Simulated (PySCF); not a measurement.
**One shape, several levels: AlGeH4F (SMILES [F][AlH][GeH3])**

We compute a comparison of 4 runs (HF/STO-3G, HF/3-21G, PBE0/def2-SVP, MP2/pcseg-2) of AlGeH4F. The job is set up through a Python script.

The results are computed with PySCF 2.14.0.

1 further run of the same task is left out (set aside as unsound or not needed).

### Step 1. The system as given

The species is AlGeH4F (7 atoms), meant as a singlet with charge 0. As SMILES, `[F][AlH][GeH3]`. The coordinates come from a PBE0-D4/def2-TZVP relaxation.

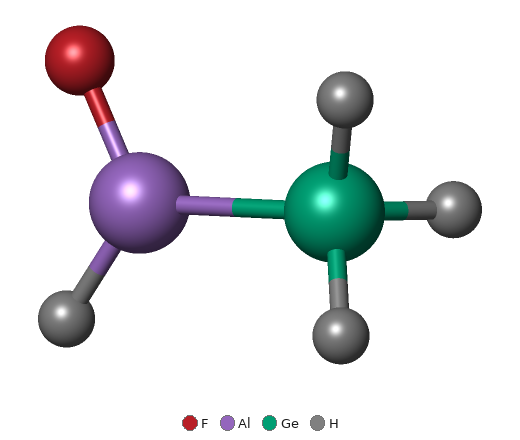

The structure, seen from a chosen angle (fluorine red, aluminium purple, germanium teal, hydrogen grey).

### Step 2. Energy and forces at HF/STO-3G (run 1)

Contents of run.py:

```python
from pyscf import gto

mol = gto.Mole()
mol.atom = '''
F     -3.783232    -2.811535     1.353989
Al    -0.928800    -2.507856     0.125856
Ge     0.809181     1.814704    -0.123021
H      0.385504    -5.026483    -0.798598
H      0.180847     3.022050    -2.698529
H     -0.257759     3.565913     1.936591
H      3.710099     1.814515     0.117730
'''
mol.max_memory = 1860
mol.charge = 0
mol.basis = 'sto-3g'
mol.verbose = 4
mol.unit = 'bohr'
mol.build()

calc0 = mol.RHF()
calc0.conv_tol = 1e-10
calc0.kernel()
if not calc0.converged:
    calc0 = calc0.newton().run(calc0.mo_coeff, calc0.mo_occ)

e_final = calc0.e_tot
print(f'total energy: {e_final:.8f} hartree')
grad = calc0.nuc_grad_method().kernel()
calc0.analyze()
```

The run is started by

```bash
$ OMP_NUM_THREADS=1 python run.py
```

Standard output:

```text
PySCF version 2.14.0

[... 76 lines left out ...]
Nuclear Repulsion Energy =             223.950268192514187
[... 3 lines left out ...]
DFT Exchange-Correlation Energy =     -108.766487545060272
[... 5 lines left out ...]
MO #4   energy= -45.4002964811325  occ= 2
[... 3 lines left out ...]
MO #8   energy= -6.42552881263592  occ= 2
[... 3 lines left out ...]
MO #12  energy= -4.46641082759895  occ= 2
[... 3 lines left out ...]
MO #16  energy= -1.37503173217104  occ= 2
[... 3 lines left out ...]
MO #20  energy= -0.603491792503588 occ= 2
[... 3 lines left out ...]
MO #24  energy= -0.417659585497475 occ= 2
[... 3 lines left out ...]
MO #28  energy= -0.370519910491477 occ= 2
[... 3 lines left out ...]
MO #32  energy= 0.491916409418241  occ= 0
[... 3 lines left out ...]
MO #36  energy= 0.703175587744213  occ= 0
[... 7 lines left out ...]
pop of  1 Al 1s           2.00000
pop of  1 Al 2s           1.99995
pop of  1 Al 3s           1.00434
pop of  1 Al 2px          1.99893
pop of  1 Al 2py          1.99827
pop of  1 Al 2pz          1.99892
pop of  1 Al 3px          0.44185
pop of  1 Al 3py          0.65397
pop of  1 Al 3pz          0.18961
pop of  2 Ge 1s           2.00000
pop of  2 Ge 2s           1.99994
pop of  2 Ge 3s           1.99994
pop of  2 Ge 4s           1.20787
pop of  2 Ge 2px          2.00000
pop of  2 Ge 2py          2.00000
pop of  2 Ge 2pz          1.99999
pop of  2 Ge 3px          1.99884
pop of  2 Ge 3py          1.99888
pop of  2 Ge 3pz          1.99884
pop of  2 Ge 4px          0.85892
pop of  2 Ge 4py          0.98676
pop of  2 Ge 4pz          0.83751
pop of  2 Ge 3dxy         1.99534
pop of  2 Ge 3dyz         1.98298
pop of  2 Ge 3dz^2        1.98600
pop of  2 Ge 3dxz         1.99437
pop of  2 Ge 3dx2-y2      1.98451
pop of  3 H 1s            1.22721
pop of  4 H 1s            1.11991
pop of  5 H 1s            1.11645
pop of  6 H 1s            1.12007
 ** Mulliken atomic charges  **
charge of    0F =     -0.29983
charge of    1Al =      0.71416
charge of    2Ge =      0.16931
charge of    3H =     -0.22721
charge of    4H =     -0.11991
charge of    5H =     -0.11645
charge of    6H =     -0.12007
Dipole moment(X, Y, Z, Debye):  0.47279, -0.74008, -0.23742
```

Wall time 7.8 s (1 thread of Intel Xeon at 2.50GHz (Skylake/Cascade Lake), shared host); peak memory 0.12 GiB.

### Step 3. Energy and gradient at HF/3-21G (run 2)

Contents of calc.py:

```python
import pyscf.grad
from pyscf import gto

system = gto.Mole()
system.atom = '''
F       -2.002000      -1.487800       0.716500
Al      -0.491500      -1.327100       0.066600
Ge       0.428200       0.960300      -0.065100
H        0.204000      -2.659900      -0.422600
H        0.095700       1.599200      -1.428000
H       -0.136400       1.887000       1.024800
H        1.963300       0.960200       0.062300
'''
system.basis = '3-21g'
system.max_memory = 1860
system.verbose = 4
system.build()

myscf = system.RHF()
myscf.conv_tol = 1e-10
myscf.kernel()
if not myscf.converged:
    myscf = myscf.newton().run(myscf.mo_coeff, myscf.mo_occ)

energy = myscf.e_tot
print(f'total energy: {energy:.8f} hartree')
grad = myscf.Gradients().kernel()
myscf.analyze()
```

The run is started by

```bash
$ OMP_NUM_THREADS=1 python calc.py
```

Standard output:

```text
PySCF version 2.14.0

[... 78 lines left out ...]
Two-electron Energy =                 1177.274273876578945
[... 7 lines left out ...]
MO #4   energy= -45.9097485229941  occ= 2
[... 5 lines left out ...]
MO #10  energy= -5.08369327277029  occ= 2
[... 5 lines left out ...]
MO #16  energy= -1.53191479173033  occ= 2
[... 5 lines left out ...]
MO #22  energy= -0.730753929115576 occ= 2
[... 5 lines left out ...]
MO #28  energy= -0.466922411658614 occ= 2
[... 5 lines left out ...]
MO #34  energy= 0.198184554390824  occ= 0
[... 5 lines left out ...]
MO #40  energy= 0.440595658259133  occ= 0
[... 5 lines left out ...]
MO #46  energy= 1.35717719223589   occ= 0
[... 5 lines left out ...]
MO #52  energy= 3.69881586141269   occ= 0
[... 23 lines left out ...]
pop of  1 Al 4pz          0.00395
pop of  2 Ge 1s           2.00000
pop of  2 Ge 2s           1.99997
pop of  2 Ge 3s           1.99980
pop of  2 Ge 4s           1.09298
pop of  2 Ge 5s           0.00283
pop of  2 Ge 2px          1.99999
pop of  2 Ge 2py          1.99998
pop of  2 Ge 2pz          1.99999
pop of  2 Ge 3px          1.99989
pop of  2 Ge 3py          1.99989
pop of  2 Ge 3pz          1.99989
pop of  2 Ge 4px          0.87252
pop of  2 Ge 4py          1.00231
pop of  2 Ge 4pz          0.85725
pop of  2 Ge 5px          0.00698
pop of  2 Ge 5py          0.00579
pop of  2 Ge 5pz          0.00672
pop of  2 Ge 3dxy         1.99848
pop of  2 Ge 3dyz         1.99617
pop of  2 Ge 3dz^2        1.99642
pop of  2 Ge 3dxz         1.99846
pop of  2 Ge 3dx2-y2      1.99610
pop of  3 H 1s            1.15697
pop of  3 H 2s            0.00260
pop of  4 H 1s            1.08759
pop of  4 H 2s            0.00099
pop of  5 H 1s            1.08321
pop of  5 H 2s            0.00097
pop of  6 H 1s            1.08970
pop of  6 H 2s            0.00107
 ** Mulliken atomic charges  **
charge of    0F =     -0.50273
charge of    1Al =      0.75823
charge of    2Ge =      0.16760
charge of    3H =     -0.15958
charge of    4H =     -0.08858
charge of    5H =     -0.08418
charge of    6H =     -0.09077
Dipole moment(X, Y, Z, Debye):  1.30459, -0.15630, -0.55861
```

It took 7.2 s on 1 thread of Intel Xeon at 2.50GHz (Skylake/Cascade Lake), shared host; peak memory 0.12 GiB.

### Step 4. Energy and forces at PBE0/def2-SVP (run 3)

Contents of job.py:

```python
from pyscf import gto, dft

mol = gto.Mole()
mol.atom = '''
F     -3.783232    -2.811535     1.353989
Al    -0.928800    -2.507856     0.125856
Ge     0.809181     1.814704    -0.123021
H      0.385504    -5.026483    -0.798598
H      0.180847     3.022050    -2.698529
H     -0.257759     3.565913     1.936591
H      3.710099     1.814515     0.117730
'''
mol.max_memory = 1860
mol.verbose = 3
mol.basis = 'def2-svp'
mol.charge = 0
mol.unit = 'bohr'
mol.build()

mf = dft.RKS(mol, xc='pbe0')
mf.grids.level = 5
mf.conv_tol = 1e-10
mf.kernel()
if not mf.converged:
    mf = mf.newton().run(mf.mo_coeff, mf.mo_occ)

etot = mf.e_tot
print('E(%s) = %.9f' % ('PBE0', etot))
grad = mf.nuc_grad_method().kernel()
dip = mf.dip_moment()
pop, q = mf.mulliken_pop()
```

The run is started by

```bash
$ OMP_NUM_THREADS=1 python job.py
```

Standard output:

```text
converged SCF energy = -2420.84534474648
E(PBE0) = -2420.845344746
--------------- RKS gradients ---------------
         x                y                z
0 F     0.0100063209     0.0017488357    -0.0042309597
1 Al    -0.0096413207    -0.0029642328     0.0038824903
2 Ge     0.0001212476     0.0012561831     0.0000369741
3 H    -0.0001729239     0.0009243580     0.0001770567
4 H     0.0001721257    -0.0004484766     0.0007884061
5 H     0.0003607915    -0.0004848533    -0.0006246084
6 H    -0.0008475004    -0.0000386775    -0.0000408809
----------------------------------------------
Dipole moment(X, Y, Z, Debye):  1.05368,  0.01349, -0.43574
 ** Mulliken pop  **
pop of  0 F 1s            1.99009
pop of  0 F 2s            1.11901
pop of  0 F 3s            0.81262
pop of  0 F 2px           1.09320
pop of  0 F 2py           1.13866
pop of  0 F 2pz           1.10846
pop of  0 F 3px           0.66557
pop of  0 F 3py           0.73506
pop of  0 F 3pz           0.72993
pop of  0 F 3dxy          0.00075
pop of  0 F 3dyz          0.00015
pop of  0 F 3dz^2         0.00047
pop of  0 F 3dxz          0.00106
pop of  0 F 3dx2-y2       0.00099
pop of  1 Al 1s           1.99940
pop of  1 Al 2s           1.98509
pop of  1 Al 3s           0.91802
pop of  1 Al 4s           0.09170
pop of  1 Al 2px          1.97518
pop of  1 Al 2py          1.97676
pop of  1 Al 2pz          1.97131
pop of  1 Al 3px          0.25359
pop of  1 Al 3py          0.40589
pop of  1 Al 3pz          0.12305
pop of  1 Al 4px          0.06130
pop of  1 Al 4py          0.18540
pop of  1 Al 4pz          0.06740
pop of  1 Al 3dxy         0.07132
pop of  1 Al 3dyz         0.01843
pop of  1 Al 3dz^2        0.02132
pop of  1 Al 3dxz         0.03699
pop of  1 Al 3dx2-y2      0.05170
pop of  2 Ge 1s           1.99992
pop of  2 Ge 2s           1.99956
pop of  2 Ge 3s           1.99327
pop of  2 Ge 4s           1.16418
pop of  2 Ge 5s           0.22741
pop of  2 Ge 2px          1.99899
pop of  2 Ge 2py          1.99904
pop of  2 Ge 2pz          1.99898
pop of  2 Ge 3px          1.99290
pop of  2 Ge 3py          1.99282
pop of  2 Ge 3pz          1.99292
pop of  2 Ge 4px          0.48601
pop of  2 Ge 4py          0.51163
pop of  2 Ge 4pz          0.48049
pop of  2 Ge 5px          0.36890
pop of  2 Ge 5py          0.46877
pop of  2 Ge 5pz          0.36043
pop of  2 Ge 3dxy         1.61642
pop of  2 Ge 3dyz         1.61646
pop of  2 Ge 3dz^2        1.61709
pop of  2 Ge 3dxz         1.61652
pop of  2 Ge 3dx2-y2      1.61714
pop of  2 Ge 4dxy         0.36177
pop of  2 Ge 4dyz         0.36282
pop of  2 Ge 4dz^2        0.36252
pop of  2 Ge 4dxz         0.36205
pop of  2 Ge 4dx2-y2      0.36248
pop of  2 Ge 5dxy         0.02944
pop of  2 Ge 5dyz         0.03310
pop of  2 Ge 5dz^2        0.03865
pop of  2 Ge 5dxz         0.02944
pop of  2 Ge 5dx2-y2      0.03891
pop of  3 H 1s            0.70938
pop of  3 H 2s            0.45550
pop of  3 H 2px           0.00104
pop of  3 H 2py           0.00417
pop of  3 H 2pz           0.00053
pop of  4 H 1s            0.69952
pop of  4 H 2s            0.32957
pop of  4 H 2px           0.00147
pop of  4 H 2py           0.00278
pop of  4 H 2pz           0.00663
pop of  5 H 1s            0.70033
pop of  5 H 2s            0.32326
pop of  5 H 2px           0.00213
pop of  5 H 2py           0.00422
pop of  5 H 2pz           0.00471
pop of  6 H 1s            0.70046
pop of  6 H 2s            0.33253
pop of  6 H 2px           0.00831
pop of  6 H 2py           0.00145
pop of  6 H 2pz           0.00112
 ** Mulliken atomic charges  **
charge of    0F =     -0.39601
charge of    1Al =      0.78614
charge of    2Ge =     -0.10101
charge of    3H =     -0.17062
charge of    4H =     -0.03997
charge of    5H =     -0.03466
charge of    6H =     -0.04387
```

It took 71 s on 1 thread of Intel Xeon at 2.50GHz (Skylake/Cascade Lake), shared host; peak memory 0.82 GiB.

### Step 5. Energy and gradient at MP2/pcseg-2 (run 4)

Contents of calc.py:

```python
import pyscf.grad
from pyscf import gto, mp

mol = gto.Mole()
mol.atom = '''
F     -3.783232    -2.811535     1.353989
Al    -0.928800    -2.507856     0.125856
Ge     0.809181     1.814704    -0.123021
H      0.385504    -5.026483    -0.798598
H      0.180847     3.022050    -2.698529
H     -0.257759     3.565913     1.936591
H      3.710099     1.814515     0.117730
'''
mol.unit = 'bohr'
mol.max_memory = 1860
mol.verbose = 4
mol.spin = 0
mol.basis = 'pcseg-2'
mol.build()

calc0 = mol.RHF()
calc0.conv_tol = 1e-10
calc0.kernel()
if not calc0.converged:
    calc0 = calc0.newton().run(calc0.mo_coeff, calc0.mo_occ)

pt = mp.MP2(calc0, frozen=15).run()
etot = pt.e_tot
print(f'total energy: {etot:.8f} hartree')
grad = pt.Gradients().kernel()
calc0.analyze()
```

The run is started by

```bash
$ OMP_NUM_THREADS=1 python calc.py
```

Standard output:

```text
PySCF version 2.14.0

[... 85 lines left out ...]
Two-electron Energy =                 1180.394901188490621
[... 16 lines left out ...]
MO #13  energy= -3.21917204331283  occ= 2
[... 14 lines left out ...]
MO #28  energy= -0.470480752638592 occ= 2
[... 14 lines left out ...]
MO #43  energy= 0.322479441987912  occ= 0
[... 14 lines left out ...]
MO #58  energy= 0.772403494334077  occ= 0
[... 14 lines left out ...]
MO #73  energy= 1.20480500454481   occ= 0
[... 14 lines left out ...]
MO #88  energy= 1.69064667833048   occ= 0
[... 14 lines left out ...]
MO #103 energy= 2.24026674837866   occ= 0
[... 14 lines left out ...]
MO #118 energy= 4.09928161584736   occ= 0
[... 14 lines left out ...]
MO #133 energy= 4.55085491364406   occ= 0
[... 14 lines left out ...]
MO #148 energy= 5.01881237888986   occ= 0
[... 14 lines left out ...]
MO #163 energy= 10.513033411675    occ= 0
[... 134 lines left out ...]
pop of  4 H 3dz^2         0.00007
pop of  4 H 3dxz          0.00002
pop of  4 H 3dx2-y2       0.00000
pop of  5 H 1s            1.07955
pop of  5 H 2s            0.00210
pop of  5 H 3s            0.00053
pop of  5 H 2px           0.00058
pop of  5 H 2py           0.00156
pop of  5 H 2pz           0.00191
pop of  5 H 3px           0.00006
pop of  5 H 3py           0.00008
pop of  5 H 3pz           0.00010
pop of  5 H 3dxy          0.00003
pop of  5 H 3dyz          0.00009
pop of  5 H 3dz^2         0.00001
pop of  5 H 3dxz          0.00003
pop of  5 H 3dx2-y2       0.00001
pop of  6 H 1s            1.08591
pop of  6 H 2s            0.00187
pop of  6 H 3s            0.00060
pop of  6 H 2px           0.00382
pop of  6 H 2py           0.00008
pop of  6 H 2pz           0.00009
pop of  6 H 3px           0.00013
pop of  6 H 3py           0.00005
pop of  6 H 3pz           0.00004
pop of  6 H 3dxy          0.00001
pop of  6 H 3dyz          0.00000
pop of  6 H 3dz^2         0.00004
pop of  6 H 3dxz          0.00001
pop of  6 H 3dx2-y2       0.00012
 ** Mulliken atomic charges  **
charge of    0F =     -0.61086
charge of    1Al =      0.91697
charge of    2Ge =      0.14747
charge of    3H =     -0.18514
charge of    4H =     -0.08901
charge of    5H =     -0.08664
charge of    6H =     -0.09278
Dipole moment(X, Y, Z, Debye):  1.30279,  0.03154, -0.51512
```

Run time: 8 min. Hardware: 1 thread of Intel Xeon at 2.50GHz (Skylake/Cascade Lake), shared host; peak memory 2.6 GiB.

### Step 6. All runs side by side

| run | level | integration grid | frozen core orbitals | energy (Eh) | dipole moment (D) of the reference | HOMO energy (eV) | LUMO energy (eV) | wall time |
| --- | --- | --- | --- | --- | --- | --- | --- | --- |
| 1 | HF/STO-3G | – | – | -2391.188935 | 0.91 | -7.53 | 8.43 | 7.8 s |
| 2 | HF/3-21G | – | – | -2407.197847 | 1.43 | -10.34 | 1.01 | 7.2 s |
| 3 | PBE0/def2-SVP | 5 | – | -2420.845345 | 1.14 | -7.83 | -1.65 | 71 s |
| 4 | MP2/pcseg-2 | – | 15 | -2419.700225 | 1.40 | -10.44 | 0.80 | 8 min |

### Step 7. Summary of results

```
                                           quantity           value
                                run 4: total energy  -2419.70023 Eh
        run 4: dipole moment (Hartree–Fock density)          1.40 D
         run 4: HOMO energy (Hartree–Fock orbitals)       -10.44 eV
         run 4: LUMO energy (Hartree–Fock orbitals)         0.80 eV
       run 4: HOMO–LUMO gap (Hartree–Fock orbitals)        11.24 eV
run 4: correlation energy (15 core orbitals frozen)      -520.9 mEh
                    run 4: largest force on an atom      0.269 eV/Å
```

Over runs 1, 2, 3 the dipole moment (its size) runs from 0.91 D (HF/STO-3G) to 1.43 D (HF/3-21G). Over runs 1, 2, 3 the HOMO–LUMO gap runs from 6.18 eV (PBE0/def2-SVP) to 15.96 eV (HF/STO-3G). The two ends differ in method and basis. In run 1 the basis is minimal, so the values are rough. All runs together took 9.5 min, the longest 8 min.
